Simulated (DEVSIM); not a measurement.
Structure: Al/SiO2/p-Si capacitor, at 300 K.

```csv
layer (left to right),material,thickness (nm),Na (cm⁻³)
1,SiO2,40.0,-
2,Si,2100,7.7e16
```

Metal gate on the left, work function 4.1 eV. Fixed charge at the semiconductor interface 0 cm⁻² (in units of +e); no interface traps.

This is a model device: material constants are rounded textbook-type values typed into the input, and sizes, dopings and lifetimes were drawn at random. Values at 300 K.

| parameter | SiO2 | Si |
|---|---|---|
| gap (eV) | 9 | 1.124 |
| affinity (eV) | 0.9 | 4.05 |
| permittivity | 3.9 | 11.7 |
| Nc (cm⁻³) | - | 2.86e19 |
| Nv (cm⁻³) | - | 3.1e19 |

Model (solved in DEVSIM): 1D Poisson equation in equilibrium, Boltzmann statistics, complete ionisation; no quantum confinement or tunnelling. Metal contacts follow the ideal Schottky-Mott rule: no Fermi-level pinning, no interface dipoles.

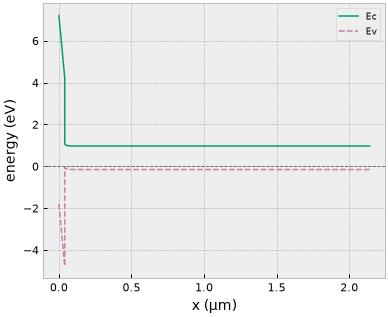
Figure: Band edges at -4.0 V on the gate

Energies count from the Fermi level of the right contact; mesh points crowd at the junctions.

```json
[
 {"x (μm)": "0.000", "Ec (eV)": "7.200", "Ev (eV)": "-1.800", "n (cm⁻³)": "< 1e2", "p (cm⁻³)": "< 1e2", "field (V/cm)": "-740000"},
 {"x (μm)": "0.001505", "Ec (eV)": "7.089", "Ev (eV)": "-1.911", "n (cm⁻³)": "< 1e2", "p (cm⁻³)": "< 1e2", "field (V/cm)": "-740000"},
 {"x (μm)": "0.005045", "Ec (eV)": "6.827", "Ev (eV)": "-2.174", "n (cm⁻³)": "< 1e2", "p (cm⁻³)": "< 1e2", "field (V/cm)": "-740000"},
 {"x (μm)": "0.01270", "Ec (eV)": "6.260", "Ev (eV)": "-2.740", "n (cm⁻³)": "< 1e2", "p (cm⁻³)": "< 1e2", "field (V/cm)": "-740000"},
 {"x (μm)": "0.03002", "Ec (eV)": "4.978", "Ev (eV)": "-4.022", "n (cm⁻³)": "< 1e2", "p (cm⁻³)": "< 1e2", "field (V/cm)": "-740000"},
 {"x (μm)": "0.03618", "Ec (eV)": "4.522", "Ev (eV)": "-4.478", "n (cm⁻³)": "< 1e2", "p (cm⁻³)": "< 1e2", "field (V/cm)": "-740000"},
 {"x (μm)": "0.03903", "Ec (eV)": "4.311", "Ev (eV)": "-4.689", "n (cm⁻³)": "< 1e2", "p (cm⁻³)": "< 1e2", "field (V/cm)": "-740000"},
 {"x (μm)": "0.04077", "Ec (eV)": "1.073", "Ev (eV)": "-0.051", "n (cm⁻³)": "< 1e2", "p (cm⁻³)": "4.3e18", "field (V/cm)": "-180000"},
 {"x (μm)": "0.04334", "Ec (eV)": "1.041", "Ev (eV)": "-0.083", "n (cm⁻³)": "< 1e2", "p (cm⁻³)": "1.3e18", "field (V/cm)": "-88000"},
 {"x (μm)": "0.04933", "Ec (eV)": "1.008", "Ev (eV)": "-0.116", "n (cm⁻³)": "330", "p (cm⁻³)": "3.5e17", "field (V/cm)": "-35000"},
 {"x (μm)": "0.06415", "Ec (eV)": "0.981", "Ev (eV)": "-0.143", "n (cm⁻³)": "950", "p (cm⁻³)": "1.2e17", "field (V/cm)": "-8900"},
 {"x (μm)": "0.1189", "Ec (eV)": "0.969", "Ev (eV)": "-0.155", "n (cm⁻³)": "1500", "p (cm⁻³)": "7.8e16", "field (V/cm)": "-190"},
 {"x (μm)": "0.2255", "Ec (eV)": "0.969", "Ev (eV)": "-0.155", "n (cm⁻³)": "1500", "p (cm⁻³)": "7.7e16", "field (V/cm)": "≈ 0"},
 {"x (μm)": "0.4740", "Ec (eV)": "0.969", "Ev (eV)": "-0.155", "n (cm⁻³)": "1500", "p (cm⁻³)": "7.7e16", "field (V/cm)": "≈ 0"},
 {"x (μm)": "1.312", "Ec (eV)": "0.969", "Ev (eV)": "-0.155", "n (cm⁻³)": "1500", "p (cm⁻³)": "7.7e16", "field (V/cm)": "≈ 0"},
 {"x (μm)": "1.797", "Ec (eV)": "0.969", "Ev (eV)": "-0.155", "n (cm⁻³)": "1500", "p (cm⁻³)": "7.7e16", "field (V/cm)": "≈ 0"},
 {"x (μm)": "1.994", "Ec (eV)": "0.969", "Ev (eV)": "-0.155", "n (cm⁻³)": "1500", "p (cm⁻³)": "7.7e16", "field (V/cm)": "≈ 0"},
 {"x (μm)": "2.080", "Ec (eV)": "0.969", "Ev (eV)": "-0.155", "n (cm⁻³)": "1500", "p (cm⁻³)": "7.7e16", "field (V/cm)": "≈ 0"},
 {"x (μm)": "2.121", "Ec (eV)": "0.969", "Ev (eV)": "-0.155", "n (cm⁻³)": "1500", "p (cm⁻³)": "7.7e16", "field (V/cm)": "≈ 0"},
 {"x (μm)": "2.133", "Ec (eV)": "0.969", "Ev (eV)": "-0.155", "n (cm⁻³)": "1500", "p (cm⁻³)": "7.7e16", "field (V/cm)": "≈ 0"},
 {"x (μm)": "2.138", "Ec (eV)": "0.969", "Ev (eV)": "-0.155", "n (cm⁻³)": "1500", "p (cm⁻³)": "7.7e16", "field (V/cm)": "≈ 0"},
 {"x (μm)": "2.140", "Ec (eV)": "0.969", "Ev (eV)": "-0.155", "n (cm⁻³)": "1500", "p (cm⁻³)": "7.7e16", "field (V/cm)": "≈ 0"}
]
```
